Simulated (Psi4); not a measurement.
**BH3S (SMILES BS), step by step, part 1 of 2**

Aim: a structure relaxation (B3LYP-D4/STO-3G), then the harmonic vibrations, then a single-point energy (MP2-F12/cc-pVDZ-F12), then the vertical excitations (TDA-B3LYP/STO-3G) of BH3S. 

The calculation is run with Psi4 1.11.

## Step 1: The system as given

BH3S: 5 atoms, total charge 0, spin state singlet. SMILES: `BS`. The coordinates come from a PBE0-D4/def2-TZVP relaxation. The run starts from this shape.

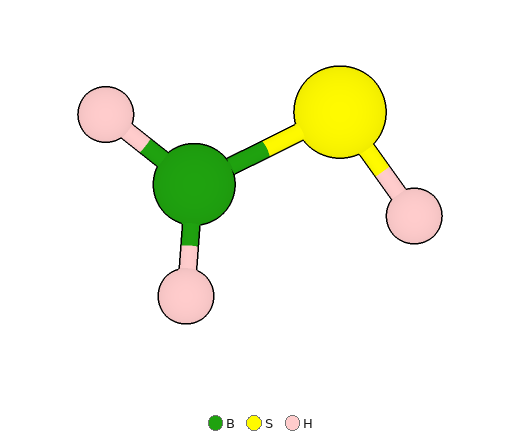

Viewed from a chosen angle; boron green, sulfur yellow, hydrogen pink.

## Step 2: A structure relaxation at B3LYP-D4/STO-3G (density fitting) (run 1)

The input, bh3s.dat:

```
memory 1600 MB

molecule m {
  0 1
  B
  S 1 R2
  H 1 R3 2 A3
  H 1 R4 3 A4 2 D4
  H 2 R5 1 A5 4 D5

  R2 = 1.764677
  R3 = 1.191687
  A3 = 115.80877
  R4 = 1.190266
  A4 = 122.74425
  D4 = 179.99835
  R5 = 1.344277
  A5 = 99.24392
  D5 = 0.00094
}

set {
  basis        STO-3G
  geom_maxiter 60
}

E = opt("b3lyp-d4")
print_variables()
```

The run is started by

```
$ psi4 bh3s.dat bh3s.out -n 1
```

bh3s.out:

```text
Psi4 1.11 release

gradient() will perform analytic gradient computation.

   => Loading Basis Set <=

    Name: STO-3G
    Role: ORBITAL
    Keyword: BASIS

   => B3LYP-D4(BJ,EEQ)ATM: Empirical Dispersion <=

        a1 =       0.408680
        a2 =       4.538071
       alp =      16.000000
        s6 =       1.000000
        s8 =       2.029294
        s9 =       1.000000
        ga =       3.000000
        gc =       2.000000
        wf =       6.000000

         ---------------------------------------------------------
                                   SCF
                              RKS Reference
                        1 Threads,   1525 MiB Core
         ---------------------------------------------------------

  ==> Geometry <==

    Molecular point group: c1
    Full point group: C1

    Geometry (in Angstrom), charge = 0, multiplicity = 1:

       Center              X                  Y                   Z               Mass
    ------------   -----------------  -----------------  -----------------  -----------------
         B            0.000000979968     0.027809627119    -1.244820458624    11.009305360000
         S            0.000000979968     0.027809627119     0.519856541376    31.972071174400
         H            0.000000979968     1.100628401515    -1.763643919227     1.007825032230
         H           -0.000027850355    -0.987634037142    -1.865793336161     1.007825032230
         H           -0.000014922963    -1.299009809784     0.735798279658     1.007825032230

  Running in c1 symmetry.

  Rotational constants: A =      4.31742  B =      0.51204  C =      0.45775 [cm^-1]
  Rotational constants: A = 129433.00470  B =  15350.64897  C =  13723.10043 [MHz]
  Nuclear repulsion =   43.070545708620287

  Charge       = 0
  Multiplicity = 1
  Electrons    = 24
  Nalpha       = 12
  Nbeta        = 12

  ==> Algorithm <==

  SCF Algorithm Type is DF.
  DIIS enabled.
  MOM disabled.
  Fractional occupation disabled.
  Guess Type is SAD.
  Energy threshold   = 1.00e-08
  Density threshold  = 1.00e-08
  Integral threshold = 1.00e-12

  ==> Primary Basis <==

  Basis Set: STO-3G
    Blend: STO-3G
    Number of shells: 11
    Number of basis functions: 17
    Number of Cartesian functions: 17
    Spherical Harmonics?: true
    Max angular momentum: 1

  ==> DFT Potential <==

   => LibXC <=

    Version 7.1.2

   => Composite Functional: B3LYP-D4BJEEQATM <=

    B3LYP-d4bjeeqatm Hyb-GGA Exchange-Correlation Functional

    Deriv               =              1
    GGA                 =           TRUE
    Meta                =          FALSE

    Exchange Hybrid     =           TRUE
    MP2 Hybrid          =          FALSE

   => Exchange Functionals <=

    0.0800   Slater exchange
    0.7200         Becke 88

   => Exact (HF) Exchange <=

    0.2000               HF

   => Correlation Functionals <=

    0.1900   Vosko, Wilk & Nusair (VWN5_RPA)
    0.8100   Lee, Yang & Parr

   => LibXC Density Thresholds  <==

    XC_HYB_GGA_XC_B3LYP:  1.00E-15

   => Molecular Quadrature <=

    Radial Scheme          =       TREUTLER
    Pruning Scheme         =           NONE
    Nuclear Scheme         =       TREUTLER

    Blocking Scheme        =         OCTREE
    BS radius alpha        =              1
    Pruning alpha          =              1
    Radial Points          =             75
    Spherical Points       =            302
    Total Points           =         106394
    Total Blocks           =            845
    Max Points             =            256
    Max Functions          =             17
    Weights Tolerance      =       1.00E-15

   => Loading Basis Set <=

    Name: (STO-3G AUX)
    Role: JKFIT
    Keyword: DF_BASIS_SCF

  ==> Integral Setup <==

  DFHelper Memory: AOs need 0.001 GiB; user supplied 1.074 GiB.
  SCF_SUBTYPE=INCORE selected. In-core MEM_DF algorithm will be used.
  Using in-core AOs.

  ==> MemDFJK: Density-Fitted J/K Matrices <==

    J tasked:                   Yes
    K tasked:                   Yes
    wK tasked:                   No
    Memory [MiB]:              1100
    Algorithm:                 Core
    Schwarz Cutoff:           1E-12
    Mask sparsity (%):       0.0000
    Fitting Condition:        1E-10

   => Auxiliary Basis Set <=

  Basis Set: (STO-3G AUX)
    Blend: DEF2-UNIVERSAL-JKFIT
    Number of shells: 81
    Number of basis functions: 257
    Number of Cartesian functions: 304
    Spherical Harmonics?: true
    Max angular momentum: 4

  Cached 100.0% of DFT collocation blocks in 0.043 [GiB].

  Minimum eigenvalue in the overlap matrix is 2.5417134366E-01.
  Reciprocal condition number of the overlap matrix is 1.2500619918E-01.
    Using symmetric orthogonalization.

  ==> Pre-Iterations <==

  SCF Guess: Superposition of Atomic Densities via on-the-fly atomic UHF (no occupation information).

   -------------------------
    Irrep   Nso     Nmo
   -------------------------
     A         17      17
   -------------------------
    Total      17      17
   -------------------------

  ==> Iterations <==

                           Total Energy        Delta E     RMS |[F,P]|

[... 2 lines left out ...]
   @DF-RKS iter   2:  -420.14136170942089   -8.08059e-03   2.41931e-03 ADIIS/DIIS
[... 3 lines left out ...]
   @DF-RKS iter   6:  -420.14269543181859   -7.47837e-08   4.44947e-06 DIIS
[... 3 lines left out ...]
  Energy and wave function converged.
[... 32 lines left out ...]
    One-Electron Energy =                -666.6950706919872118
[... 3 lines left out ...]
    VV10 Nonlocal Energy =                  0.0000000000000000
[... 17 lines left out ...]
 Dipole Z            :          1.8858044           -1.5118501            0.3739543
[... 128 lines left out ...]
	   Step    Total Energy     Delta E     Max Force     RMS Force      Max Disp      RMS Disp   ~
[... 145 lines left out ...]
   @DF-RKS iter   0:  -420.15150685324846   -4.20152e+02   4.54527e-03
[... 3 lines left out ...]
   @DF-RKS iter   4:  -420.14394228560047   -6.08427e-06   1.53716e-05 DIIS
[... 3 lines left out ...]
   @DF-RKS iter   8:  -420.14394234638837    1.13687e-13   1.98528e-09 DIIS
[... 17 lines left out ...]
    Nuclear Repulsion Energy =             43.5642566320007987
[... 3 lines left out ...]
    Empirical Dispersion Energy =          -0.0034584336394391
[... 17 lines left out ...]
 Dipole Y            :          0.8417377           -1.1754499           -0.3337122
[... 93 lines left out ...]
	Measures of convergence in internal coordinates in au.
[... 106 lines left out ...]
                           Total Energy        Delta E     RMS |[F,P]|
[... 4 lines left out ...]
   @DF-RKS iter   3:  -420.14404622858257   -2.79096e-06   3.03897e-05 DIIS
[... 3 lines left out ...]
   @DF-RKS iter   7:  -420.14404644771759   -5.11591e-13   3.12955e-09 DIIS
[... 17 lines left out ...]
    Nuclear Repulsion Energy =             43.5053145261975160
[... 3 lines left out ...]
    Empirical Dispersion Energy =          -0.0034543024395415
[... 17 lines left out ...]
 Dipole Y            :          0.8345475           -1.1714658           -0.3369183
[... 93 lines left out ...]
	Measures of convergence in internal coordinates in au.
[... 106 lines left out ...]
                           Total Energy        Delta E     RMS |[F,P]|
[... 4 lines left out ...]
   @DF-RKS iter   3:  -420.14405627141434   -1.69287e-06   3.08097e-06 DIIS
[... 3 lines left out ...]
   @DF-RKS iter   7:  -420.14405627398480    0.00000e+00   1.00863e-09 DIIS
[... 17 lines left out ...]
    Nuclear Repulsion Energy =             43.5198926846360763
[... 3 lines left out ...]
    Empirical Dispersion Energy =          -0.0034549184026150
[... 17 lines left out ...]
 Dipole Y            :          0.8347811           -1.1713261           -0.3365450
[... 93 lines left out ...]
	Measures of convergence in internal coordinates in au.
[... 106 lines left out ...]
                           Total Energy        Delta E     RMS |[F,P]|
[... 4 lines left out ...]
   @DF-RKS iter   3:  -420.14405436697069   -2.62798e-09   6.17325e-06 DIIS
[... 3 lines left out ...]
  Energy and wave function converged.
[... 17 lines left out ...]
    One-Electron Energy =                -667.5008924525733391
[... 3 lines left out ...]
    VV10 Nonlocal Energy =                  0.0000000000000000
[... 17 lines left out ...]
 Dipole Z            :          1.9458863           -1.5404577            0.4054286
[... 97 lines left out ...]
	   Step    Total Energy     Delta E     Max Force     RMS Force      Max Disp      RMS Disp
[... 103 lines left out ...]
   @DF-RKS iter   0:  -420.14405107779686   -4.20144e+02   1.38621e-04
[... 3 lines left out ...]
   @DF-RKS iter   4:  -420.14405677989760   -1.09428e-08   2.04841e-07 DIIS
[... 24 lines left out ...]
    Final Occupation by Irrep:
[... 11 lines left out ...]
    Two-Electron Energy =                 228.8184417031883413
[... 3 lines left out ...]
    Total Energy =                       -420.1440567799115797
[... 59 lines left out ...]
    Weights Tolerance      =       1.00E-15
[... 1 line left out ...]
  -Total Gradient:
     Atom            X                  Y                   Z
    ------   -----------------  -----------------  -----------------
       1       -0.000016395332    -0.000002999201    -0.000091666143
       2        0.000003212471     0.000037981645     0.000102966743
       3        0.000006602491    -0.000024133825    -0.000008625243
       4        0.000005784079     0.000034661568    -0.000006116005
       5        0.000000813813    -0.000035112530     0.000006479777

	total time  =          1 seconds =       0.02 minutes

    			-----------------------------------------

    			 OPTKING 3.0: for geometry optimizations

    			        with contributions from

    			-----------------------------------------

	                            ===> Fragment 1 <==

	 Z (Atomic Numbers)          Masses                          Geom
	       5.000000            11.009305         -0.00001531  0.05410427 -2.31687426
	      16.000000            31.972071         -0.00001531  0.05410427  0.97079337
	       1.000000             1.007825         -0.00001531  2.01044899 -3.33824809
	       1.000000             1.007825          0.00038620 -1.81961379 -3.48219675
	       1.000000             1.007825          0.00028186 -2.49825561  1.33229134

	 - Coordinate -           - BOHR/RAD -       - ANG/DEG -
	 R(1,2)           =         3.287668           1.739759
	 R(1,3)           =         2.206918           1.167851
	 R(1,4)           =         2.206535           1.167648
[... 6 lines of this table left out ...]
	 D(4,1,2,5)       =        -0.000098          -0.005606

	        --- Internal Coordinate Step in ANG or DEG, aJ/ANG or AJ/DEG ---
	-------------------------------------------------------------------------------
	           Coordinate      Previous         Force          Change          New
	           ----------      --------        ------          ------        ------
	               R(1,2)       1.73976       -0.00089       -0.00017       1.73959
	               R(1,3)       1.16785        0.00016        0.00003       1.16788
	               R(1,4)       1.16765        0.00020        0.00004       1.16768
[... 6 lines of this table left out ...]
	           D(4,1,2,5)      -0.00561        0.00000        0.00643       0.00083
	-------------------------------------------------------------------------------

	                                 ==> Convergence Check <==

	Measures of convergence in internal coordinates in au.

	Criteria marked as inactive (o), active & met (*), and active & unmet ( ).

	----------------------------------------------------------------------------------------------
	   Step    Total Energy     Delta E     Max Force     RMS Force      Max Disp      RMS Disp
	----------------------------------------------------------------------------------------------
	  Convergence Criteria     1.00e-06 *    3.00e-04 *             o    1.20e-03 *             o
	----------------------------------------------------------------------------------------------
	     6    -420.14405678   -2.40e-06      1.09e-04 *    3.99e-05 o    3.25e-04 *    1.58e-04 o  ~
	----------------------------------------------------------------------------------------------

Next Geometry in Ang
	Fragment 1 (Ang)

	    B   0.0000643259   0.0286252527  -1.2260207848
	    S  -0.0000087988   0.0286203786   0.5135662399
	    H  -0.0000459868   1.0639620054  -1.7664125892
	    H   0.0001862731  -0.9630195313  -1.8425632767
	    H   0.0001334092  -1.3219609032   0.7049093159

    Final optimized geometry and variables:
    Molecular point group: c1
    Full point group: C1

    Geometry (in Angstrom), charge = 0, multiplicity = 1:

    B
    S             1          R2
    H             1          R3      2          A3
    H             1          R4      3          A4      2          D4
    H             2          R5      1          A5      4          D5

    A3        =  117.5682848389
    A4        =  120.5529719830
    A5        =   98.0613458761
    D4        = -179.9878936058
    D5        =   -0.0056064869
    R2        =    1.7397587834
    R3        =    1.1678509673
    R4        =    1.1676479578
    R5        =    1.3641303567

  Variable Map:
  ----------------------------------------------------------------------------
  "B3LYP-D4(BJ,EEQ)ATM DISPERSION CORRECTION ENERGY" =>      -0.003454597021
  "CURRENT ENERGY"                                   =>    -420.144056779912
  "CURRENT REFERENCE ENERGY"                         =>    -420.144056779912
  "DD SOLVATION ENERGY"                              =>       0.000000000000
  "DFT FUNCTIONAL TOTAL ENERGY"                      =>    -420.140602182890
  "DFT TOTAL ENERGY"                                 =>    -420.144056779912
  "DFT VV10 ENERGY"                                  =>       0.000000000000
  "DFT XC ENERGY"                                    =>     -24.971938945465
  "DISPERSION CORRECTION ENERGY"                     =>      -0.003454597021
  "GRID ELECTRONS ALPHA"                             =>      12.000003062907
  "GRID ELECTRONS BETA"                              =>      12.000003062907
  "GRID ELECTRONS TOTAL"                             =>      24.000006125814
  "NUCLEAR REPULSION ENERGY"                         =>      43.507966987981
  "ONE-ELECTRON ENERGY"                              =>    -667.495071928595
  "OPTIMIZATION ITERATIONS"                          =>       6.000000000000
  "PCM POLARIZATION ENERGY"                          =>       0.000000000000
  "PE ENERGY"                                        =>       0.000000000000
  "SCF ITERATION ENERGY"                             =>    -420.144056779912
  "SCF ITERATIONS"                                   =>       6.000000000000
  "SCF TOTAL ENERGY"                                 =>    -420.144056779912
  "TWO-ELECTRON ENERGY"                              =>     228.818441703188
  "XC GRID RADIAL POINTS"                            =>      75.000000000000
  "XC GRID SPHERICAL POINTS"                         =>     302.000000000000
  "XC GRID TOTAL POINTS"                             =>  106363.000000000000

  Array Variable Map:
  ----------------------------------------------------------------------------
  "-D GRADIENT"                                      =>       0.000000004344 ... 0.000042171256 5 by 3
  "B3LYP-D4(BJ,EEQ)ATM DISPERSION CORRECTION GRADIENT" =>       0.000000004344 ... 0.000042171256 5 by 3
  "CURRENT DIPOLE"                                   =>      -0.000022753027 ... 0.405236522327 1 by 3
  "CURRENT GRADIENT"                                 =>      -0.000016395332 ... 0.000006479777 5 by 3
  "DFT TOTAL GRADIENT"                               =>      -0.000016395332 ... 0.000006479777 5 by 3
  "DISPERSION CORRECTION GRADIENT"                   =>       0.000000004344 ... 0.000042171256 5 by 3
  "SCF DIPOLE"                                       =>      -0.000022753027 ... 0.405236522327 1 by 3
  "SCF TOTAL ENERGIES"                               =>    -420.144051077797 ... -420.144056779912 1 by 7
  "SCF TOTAL GRADIENT"                               =>      -0.000016395332 ... 0.000006479777 5 by 3

    Psi4 run time: 0:00:28.36

[set-up sections that repeat, and orbital energies of the middle runs, are left out above]
```

The script printed:

```text
Optimizer: Optimization complete!
```

Run time: 32 s. Hardware: 1 thread of Intel Xeon at 2.50GHz (Skylake/Cascade Lake), shared host; peak memory 0.28 GiB.

Steps, from the record of the run:

```tsv
step	energy from the first frame kept (eV)	largest force (eV/Å)
0	0.0000	1.0276
1	-0.0339	0.2832
2	-0.0368	0.0919
3	-0.0370	0.0132
4	-0.0370	0.0368
5	-0.0370	0.0056
```

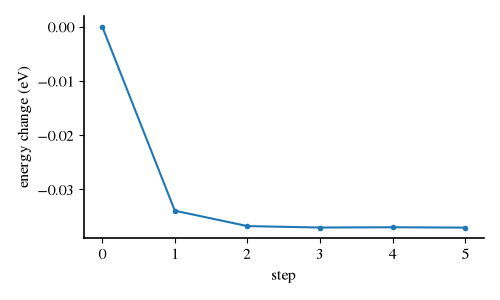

Energy along the run.

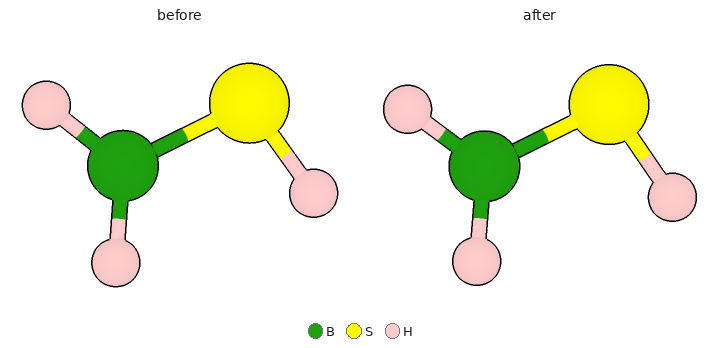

Before and after, at one scale.

After the run. Bond lengths: B1–S2 1.740 Å, B1–H3 1.168 Å, B1–H4 1.168 Å, S2–H5 1.364 Å. Angles: B1–S2–H5 98.1°, S2–B1–H3 117.6°, S2–B1–H4 121.9°, H3–B1–H4 120.6°.

## Step 3: The harmonic vibrations at B3LYP-D4/STO-3G (density fitting) (run 2)

The input, job.inp:

```
memory 1600 MB

molecule geom {
  0 1
  B     -0.386976    -0.403083     0.085609
  S      0.159005     1.231407    -0.153368
  H     -1.529279    -0.571163     0.261014
  H      0.351075    -1.307809     0.073216
  H      1.488038     0.967916    -0.311782
  units angstrom
  symmetry c1
}

set {
  t                          600.0
  rotational_symmetry_number 1
}

freq("b3lyp-d4/STO-3G")
print_variables()
```

The run is started by

```
$ psi4 -i job.inp -o job.out -n 1
```

job.out, shortened:

```text
[...]
  Running in c1 symmetry.
[...]
  Nuclear repulsion =   43.507959696663939
[...]
  Multiplicity = 1
[...]
  Nalpha       = 12
  Nbeta        = 12
[...]
    Number of basis functions: 17
[...]
   @DF-RKS iter   1:  -420.13476390052921   -1.00656e+00   5.76067e-03 ADIIS/DIIS
[...]
   @DF-RKS iter   9:  -420.14405645847148    1.13687e-13   5.33483e-10 DIIS
[...]
  @DF-RKS Final Energy:  -420.14405645847148
   => Energetics <=
    Nuclear Repulsion Energy =             43.5066033843195044
    One-Electron Energy =                -667.4924793315274201
    Two-Electron Energy =                 228.8171795262899479
    DFT Exchange-Correlation Energy =     -24.9719054754431369
    Empirical Dispersion Energy =          -0.0034545621103710
    VV10 Nonlocal Energy =                  0.0000000000000000
    Total Energy =                       -420.1440564584714821
[...]
  -Total Gradient:
     Atom            X                  Y                   Z
    ------   -----------------  -----------------  -----------------
       1       -0.000029691720    -0.000091969191    -0.000104934084
       2       -0.000108818509     0.000143424205     0.000101592299
       3        0.000024950751    -0.000030655681    -0.000002964514
       4       -0.000050165876     0.000007757308     0.000090813875
       5        0.000154973746    -0.000022282394    -0.000083671089
[...]
  ==> Harmonic Vibrational Analysis <==
[...]
  Freq [cm^-1]                 759.2932            818.9452            969.6472
[...]
  IR activ [km/mol]             3.2375             10.4581             14.8537
[...]
  Freq [cm^-1]                1024.5278           1136.1292           1407.1292
[...]
  IR activ [km/mol]            46.2859              1.5451             46.8257
[...]
  Freq [cm^-1]                2941.2659           2985.5306           3132.6449
[...]
  IR activ [km/mol]            12.8925              5.1425             10.6229
[...]
  Total E_0, Enthalpy at 0 [K]                                                         -420.10948533 [Eh]
[...]
  Total H, Enthalpy at  600.00 [K]                                                     -420.09907057 [Eh]
[...]
  Total G, Gibbs energy at  600.00 [K]                                                 -420.16321634 [Eh]
[...]
```

Run time: 2.5 min. Hardware: 1 thread of Intel Xeon at 2.50GHz (Skylake/Cascade Lake), shared host; peak memory 0.27 GiB.

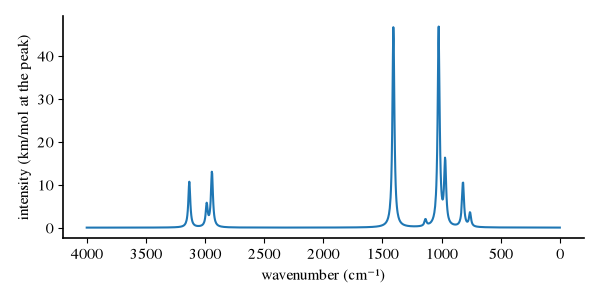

Harmonic infrared spectrum, unscaled, lines broadened by 10 cm⁻¹.

(Continued in part 2 of 2.)
